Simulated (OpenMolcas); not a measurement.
Run report: AlNH$_{3}$O, energy and gradient calculation (part 2 of 3)

AlNH$_{3}$O, multiplicity 2; HF/Ahlrichs_VDZ, ROHF, PCM solvent cyclohexane (OpenMolcas 26.06). A bond length was changed on purpose from its optimised value.

Geometry of the input (Å):
```
N  -1.5228  1.4600  -1.7913
Al -0.0037  1.8211  -0.9598
O  1.1941  -0.6185  1.1012
H  -2.0332  0.5962  -1.6877
H  -1.9936  2.0814  -2.4273
H  2.0057  -0.5251  1.5968
```

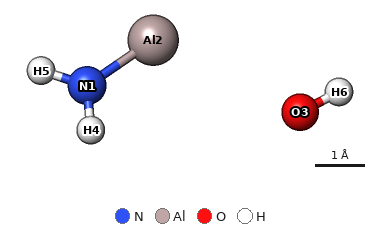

The structure as given in the input (ball-and-stick view, seen at a tilt; atoms are numbered from 1 in the order of the input). Sticks mark near contacts.

What the program printed, continued:
```
        1 N1     1s         0.0001    0.0017    0.9912   -0.0038    0.0033   -0.0001   -0.0005   -0.2601    0.0005    0.0140
        2 N1     2s        -0.0002    0.0025   -0.0327   -0.0075    0.0056   -0.0001   -0.0017   -0.5147    0.0009    0.0293
        3 N1     *s         0.0019    0.0040    0.0192   -0.0047   -0.0034   -0.0001   -0.0089   -0.3191    0.0006    0.0028
        4 N1     2px       -0.0003   -0.0050   -0.0003    0.0086    0.0060    0.0166    0.0064   -0.0795   -0.2741    0.0274
        5 N1     *px        0.0007    0.0042   -0.0002   -0.0064   -0.0065   -0.0172   -0.0076    0.0096    0.2782   -0.0194
        6 N1     2py       -0.0001   -0.0018   -0.0001    0.0022    0.0180   -0.0130   -0.0190   -0.0485    0.2085   -0.3943
        7 N1     *py        0.0002    0.0013   -0.0000   -0.0017   -0.0098    0.0133    0.0087    0.0203   -0.2126    0.2366
        8 N1     2pz       -0.0002   -0.0024   -0.0001    0.0046   -0.0054   -0.0245    0.0143   -0.0273    0.4103    0.2174
        9 N1     *pz        0.0004    0.0021   -0.0001   -0.0034    0.0008    0.0254   -0.0098   -0.0049   -0.4158   -0.1306
       10 AL2    1s         0.9953    0.0033   -0.0001    0.2854    0.0185    0.0001    0.0089   -0.0094    0.0001   -0.0016
       11 AL2    2s        -0.0182    0.0125   -0.0003    1.0210    0.0660    0.0002    0.0308   -0.0490    0.0003   -0.0110
       12 AL2    3s        -0.0069    0.0020   -0.0020   -0.0294   -0.0005   -0.0001   -0.0032   -0.0322    0.0001   -0.0145
       13 AL2    *s         0.0036   -0.0011   -0.0009    0.0106   -0.0014    0.0000   -0.0004    0.0091    0.0001    0.0014
       14 AL2    2px       -0.0001   -0.0061    0.0003    0.0584   -0.6255    0.5024   -0.5773   -0.0383    0.0004    0.0002
       15 AL2    3px        0.0006   -0.0014    0.0007    0.0056   -0.0234    0.0172   -0.0207    0.0243    0.0418    0.0058
       16 AL2    *px        0.0001   -0.0003    0.0014   -0.0008    0.0041   -0.0066    0.0040   -0.0040    0.0559   -0.0001
       17 AL2    2py       -0.0000    0.0183    0.0001    0.0326   -0.7603   -0.3775    0.4988   -0.0228   -0.0004   -0.0764
       18 AL2    3py        0.0002    0.0002    0.0002    0.0023   -0.0313   -0.0128    0.0222    0.0069   -0.0321    0.0199
       19 AL2    *py       -0.0001   -0.0001    0.0003   -0.0006    0.0047    0.0051   -0.0031    0.0007   -0.0430    0.0216
       20 AL2    2pz       -0.0001   -0.0135    0.0002    0.0226   -0.0357   -0.7648   -0.6253   -0.0138   -0.0009    0.0391
       21 AL2    3pz        0.0003   -0.0011    0.0004    0.0026    0.0001   -0.0263   -0.0246    0.0126   -0.0626   -0.0057
       22 AL2    *pz        0.0001   -0.0002    0.0007   -0.0002    0.0004    0.0100    0.0041   -0.0032   -0.0837   -0.0103
       23 O3     1s        -0.0001    0.9995   -0.0003   -0.0097    0.0082   -0.0004   -0.0223    0.0019   -0.0002    0.0005
       24 O3     2s         0.0001   -0.0119   -0.0000    0.0004   -0.0007    0.0000    0.0018   -0.0006    0.0000   -0.0017
       25 O3     *s        -0.0002    0.0289   -0.0000   -0.0005    0.0004   -0.0000   -0.0006   -0.0002    0.0000    0.0011
       26 O3     2px       -0.0000   -0.0065    0.0000   -0.0001    0.0002   -0.0001   -0.0005    0.0002    0.0015    0.0004
       27 O3     *px        0.0001   -0.0020   -0.0001    0.0002   -0.0003    0.0001   -0.0001    0.0002    0.0002   -0.0010
       28 O3     2py        0.0000   -0.0010    0.0000    0.0000    0.0001    0.0001   -0.0000   -0.0001   -0.0012   -0.0004
       29 O3     *py       -0.0001   -0.0003   -0.0000   -0.0000    0.0001   -0.0001   -0.0006    0.0004   -0.0001    0.0012
       30 O3     2pz       -0.0000   -0.0039    0.0000   -0.0001    0.0001    0.0002   -0.0004    0.0001   -0.0023    0.0005
       31 O3     *pz        0.0001   -0.0012   -0.0001    0.0001   -0.0003   -0.0002    0.0003   -0.0001   -0.0002   -0.0013
       32 H4     1s        -0.0001   -0.0022    0.0011    0.0019    0.0177   -0.0002   -0.0125   -0.2239   -0.0017   -0.2794
       33 H4     *s        -0.0006   -0.0006   -0.0032   -0.0007    0.0063   -0.0001   -0.0026   -0.0108   -0.0004   -0.0596
       34 H5     1s        -0.0002   -0.0012    0.0012    0.0016   -0.0079    0.0002    0.0192   -0.1797    0.0022    0.3347
       35 H5     *s        -0.0005   -0.0006   -0.0033   -0.0005   -0.0019    0.0001    0.0073   -0.0019    0.0004    0.0688
       36 H6     1s         0.0001   -0.0004    0.0001    0.0000    0.0003   -0.0000   -0.0001   -0.0001   -0.0000   -0.0002
       37 H6     *s        -0.0003   -0.0054   -0.0001   -0.0004    0.0001   -0.0000   -0.0007    0.0003    0.0000    0.0021

          Orbital           11        12        13        14        15        16        17        18        19        20
          Energy           -0.5697   -0.5280   -0.8758   -1.0683   -0.2725   -0.2300    0.1227    0.5698    1.1009    1.1294
          Occ. No.          2.0000    1.9998    1.9997    1.9987    1.9903    1.0000    0.0097    0.0013    0.0003    0.0002

        1 N1     1s        -0.0695    0.0000    0.0011    0.0004   -0.0439    0.0061   -0.0027   -0.0016   -0.0051   -0.0000
        2 N1     2s        -0.1203    0.0000    0.0039   -0.0003   -0.0840    0.0113   -0.0022   -0.0021   -0.0339   -0.0000
        3 N1     *s        -0.2580    0.0000    0.0029    0.0066   -0.2223    0.0333   -0.0371   -0.0102    0.0558    0.0000
        4 N1     2px        0.4077   -0.0024    0.0009   -0.0003    0.0908   -0.0129    0.0062    0.0032    0.0092   -0.0100
        5 N1     *px       -0.3274    0.0043   -0.0013    0.0030   -0.1174    0.0175   -0.0171   -0.0081    0.0350    0.0325
        6 N1     2py        0.1301    0.0018   -0.0009    0.0000    0.0216   -0.0045    0.0421   -0.0006   -0.0059    0.0077
        7 N1     *py       -0.0989   -0.0033    0.0047   -0.0011   -0.0281    0.0086   -0.0959    0.0072   -0.0113   -0.0250
        8 N1     2pz        0.2066    0.0035    0.0011   -0.0002    0.0497   -0.0063   -0.0173    0.0024    0.0092    0.0149
        9 N1     *pz       -0.1689   -0.0064   -0.0033    0.0026   -0.0642    0.0073    0.0376   -0.0091    0.0293   -0.0485
       10 AL2    1s        -0.0353    0.0000   -0.0032   -0.0008    0.0497   -0.0064    0.0023    0.0010    0.0062    0.0000
       11 AL2    2s        -0.2020    0.0000   -0.0207   -0.0050    0.3237   -0.0416    0.0163    0.0059    0.0422    0.0000
       12 AL2    3s        -0.2158    0.0000   -0.0440   -0.0064    0.5867   -0.0791    0.0723   -0.0141    0.1786    0.0001
       13 AL2    *s         0.0395    0.0000   -0.0028   -0.0149    0.4802   -0.0599   -0.0356    0.0656   -0.2253   -0.0001
       14 AL2    2px       -0.0692    0.0000    0.0043    0.0012   -0.0925    0.0117   -0.0084   -0.0004   -0.0026    0.0036
       15 AL2    3px        0.0858    0.0014   -0.0071   -0.0018    0.1421   -0.0187    0.0271   -0.0065   -0.0050    0.0119
       16 AL2    *px        0.0039   -0.0068   -0.0130    0.0021    0.1958   -0.0176   -0.0484    0.0116    0.1459   -0.0945
       17 AL2    2py       -0.0151   -0.0000    0.0006   -0.0007   -0.0200    0.0071   -0.1895    0.0060    0.0443   -0.0028
       18 AL2    3py        0.0192   -0.0011   -0.0004   -0.0000    0.0282   -0.0124    0.3919   -0.0032   -0.1410   -0.0093
       19 AL2    *py       -0.0005    0.0052   -0.0239    0.0093    0.0496   -0.0201    0.6565   -0.0663    0.0647    0.0727
       20 AL2    2pz       -0.0385   -0.0000    0.0026    0.0012   -0.0517    0.0042    0.0919   -0.0034   -0.0245   -0.0055
       21 AL2    3pz        0.0475   -0.0021   -0.0046   -0.0012    0.0808   -0.0062   -0.1835   -0.0027    0.0692   -0.0177
       22 AL2    *pz        0.0028    0.0101    0.0036   -0.0034    0.1056   -0.0015   -0.3701    0.0419    0.0641    0.1412
       23 O3     1s         0.0096   -0.0000    0.2176    0.1664    0.0027    0.0032    0.0210    0.1444    0.2278    0.0000
       24 O3     2s        -0.0075   -0.0001    0.5025    0.3635    0.0070    0.0084    0.0383    0.4882    1.1880    0.0002
       25 O3     *s        -0.0076   -0.0001    0.4594    0.1450   -0.0241    0.0057    0.1085    0.2495   -1.2869   -0.0002
       26 O3     2px        0.0031   -0.3334   -0.3116    0.3422    0.0028    0.0854   -0.0025    0.5013   -0.5063    0.4805
       27 O3     *px        0.0029   -0.2549   -0.1967    0.1705    0.0060    0.0587   -0.0335    0.3388    0.5913   -0.5196
       28 O3     2py        0.0022    0.2566   -0.0422    0.0398    0.0442    0.6217    0.1282    0.0630   -0.0741   -0.3698
       29 O3     *py        0.0022    0.1961   -0.0303    0.0202    0.0331    0.4222   -0.0430    0.0187    0.0836    0.3999
       30 O3     2pz        0.0010    0.4977   -0.1869    0.2087   -0.0210   -0.2633   -0.0678    0.3034   -0.3009   -0.7172
       31 O3     *pz        0.0008    0.3804   -0.1161    0.1038   -0.0130   -0.1783   -0.0003    0.2173    0.3529    0.7756
       32 H4     1s         0.1864   -0.0000    0.0016   -0.0006    0.0268   -0.0046    0.0470    0.0025   -0.0299   -0.0000
       33 H4     *s         0.0534    0.0000   -0.0091    0.0030    0.0415   -0.0073    0.1218   -0.0203    0.0854    0.0000
       34 H5     1s         0.1401   -0.0000    0.0007   -0.0000    0.0281   -0.0037   -0.0430   -0.0006    0.0176    0.0000
       35 H5     *s         0.0433   -0.0000   -0.0008    0.0004    0.0422   -0.0011   -0.1395    0.0129    0.0744    0.0000
       36 H6     1s         0.0009    0.0000   -0.1783    0.3915    0.0031   -0.0013   -0.0221   -1.0061   -0.3367    0.0000
       37 H6     *s         0.0010   -0.0000   -0.0588    0.0130    0.0082   -0.0059   -0.0166   -0.3526    0.5086    0.0000

          Orbital           21        22        23        24        25        26        27        28        29        30
          Energy            0.6853    0.5098    0.2006    0.7562    1.2175    0.5896    0.6817    0.4824    0.8335    0.5466
          Occ. No.          0.0000    0.0000    0.0000    0.0000    0.0000    0.0000    0.0000    0.0000    0.0000    0.0000

        1 N1     1s        -0.0663   -0.2347   -0.0003    0.0289   -0.0059   -0.0966    0.0526    0.0019   -0.0473    0.0533
        2 N1     2s        -0.2647   -0.9789   -0.0021    0.1867   -0.0673   -0.6460    0.1929    0.0085   -0.2774    0.6078
        3 N1     *s         0.0169    0.1519    0.0031   -0.3278    0.1532    0.9520    0.0520   -0.0037    0.3790   -1.8798
        4 N1     2px        0.1311   -0.1050   -0.0665   -0.2616   -0.0051   -0.0144   -0.1205   -0.0239    0.2583   -0.1660
        5 N1     *px        0.0599    0.5540    0.1831   -0.0495    0.1210    0.8745   -0.0262    0.0580    0.1534   -0.2039
        6 N1     2py        0.0405    0.0604    0.0500   -0.8891   -0.0338   -0.0141   -0.2334    0.0181   -0.1625   -0.0817
        7 N1     *py        0.8551    0.0077   -0.1360   -0.2196   -0.1386    0.1750   -1.1505   -0.0295   -0.5019   -0.2764
        8 N1     2pz        0.0682   -0.1021    0.0924    0.2797    0.0135   -0.0029    0.0382    0.0175    0.2616   -0.0692
        9 N1     *pz       -0.4000    0.3688   -0.2667    0.0765    0.1530    0.4964    0.5756   -0.0968    0.3615    0.0020
       10 AL2    1s         0.0057   -0.0177   -0.0002   -0.0129    0.0070    0.0193   -0.0202   -0.0004    0.0013    0.0120
       11 AL2    2s         0.0375   -0.1359   -0.0016   -0.0881    0.0495    0.1227   -0.1412   -0.0026   -0.0020    0.0939
       12 AL2    3s         0.0097   -0.8967   -0.0062   -0.2480    0.2931    0.4165   -0.5513   -0.0029   -0.4661    0.5520
       13 AL2    *s         0.1335    0.4108   -0.0003    0.1727   -0.5458   -1.4710    0.3879   -0.0050    0.6848    0.0351
       14 AL2    2px        0.0581    0.1147    0.1317   -0.0264   -0.0190   -0.1977   -0.0241   -0.1437   -0.0271   -0.0753
       15 AL2    3px       -0.1337   -0.2400   -0.3352    0.0153    0.0771    0.9857    0.0542    0.5827    0.2873    0.2592
       16 AL2    *px       -0.1919    0.4615   -0.2645    0.1548    0.2263    0.2089    0.1629   -0.5862   -0.5576   -1.0389
       17 AL2    2py        0.2548   -0.0072   -0.1011   -0.0375    0.0297   -0.0205    0.1349    0.1111   -0.0566   -0.0069
       18 AL2    3py       -1.0057    0.0887    0.2572    0.1378   -0.1135    0.1325   -0.4984   -0.4568    0.3578    0.0057
       19 AL2    *py        0.6261   -0.0133    0.2113   -0.0227    0.2284    0.1523    0.8135    0.4706   -0.4737   -0.0669
       20 AL2    2pz       -0.0923    0.0816   -0.1972    0.0016   -0.0276   -0.1212   -0.0849    0.2139    0.0165   -0.0452
       21 AL2    3pz        0.4280   -0.2094    0.5024   -0.0601    0.1090    0.5903    0.2910   -0.8767   -0.0162    0.1616
       22 AL2    *pz       -0.4499    0.3134    0.4100    0.1151    0.0326    0.0601   -0.3107    0.9096   -0.1009   -0.6461
       23 O3     1s        -0.0180    0.0007   -0.0002    0.0032   -0.2016    0.0167    0.0076    0.0000   -0.0016   -0.0041
       24 O3     2s        -0.1383    0.0286   -0.0010    0.0300   -1.3040    0.0975    0.0390    0.0014   -0.0604   -0.0497
       25 O3     *s         0.2503   -0.0846    0.0014   -0.0634    2.1521   -0.1830   -0.0769   -0.0053    0.3058    0.0870
       26 O3     2px        0.0496   -0.0085   -0.0692   -0.0044   -0.3641    0.1647    0.1089   -0.0564   -0.1449   -0.0400
       27 O3     *px       -0.1048    0.0461    0.0935    0.0186    1.0944   -0.4130   -0.3035    0.0879    0.2792    0.0818
       28 O3     2py        0.1876    0.0399    0.0545   -0.0096   -0.0624    0.1446   -0.0043    0.0417    0.4772   -0.3092
       29 O3     *py       -0.1534   -0.0917   -0.0735   -0.0101    0.1731   -0.1324    0.0342   -0.0677   -0.5512    0.4422
       30 O3     2pz       -0.0633   -0.0269    0.1027    0.0019   -0.2121    0.0355    0.0750    0.0905   -0.3401    0.1345
       31 O3     *pz        0.0085    0.0791   -0.1377    0.0178    0.6444   -0.2080   -0.2207   -0.1403    0.4665   -0.1761
       32 H4     1s         0.5439    0.2477    0.0027    0.4081   -0.1147    0.1341   -0.7182    0.0106   -0.3226   -0.2736
       33 H4     *s         0.3702    0.4007    0.0022    0.3587    0.1902    0.4110   -0.0662    0.0061   -0.4403    0.5267
       34 H5     1s        -0.5059    0.5097    0.0034   -0.2759    0.1080    0.1867    0.6731   -0.0031    0.1647    0.0103
       35 H5     *s        -0.4210    0.5955    0.0022   -0.0592    0.1305    0.3632   -0.0153    0.0002   -0.1191    0.4805
       36 H6     1s         0.0557   -0.0517   -0.0004   -0.0239   -0.9591    0.2900    0.2344   -0.0017    0.1661   -0.1822
       37 H6     *s        -0.0636    0.0125   -0.0010    0.0241   -0.5833    0.0813    0.0115    0.0070   -0.6629    0.2525

          Orbital           31        32        33        34        35        36        37
          Energy            0.6125    0.6934    0.7741    0.7317    1.0695    1.0604    1.0739
          Occ. No.          0.0000    0.0000    0.0000    0.0000    0.0000    0.0000    0.0000
```
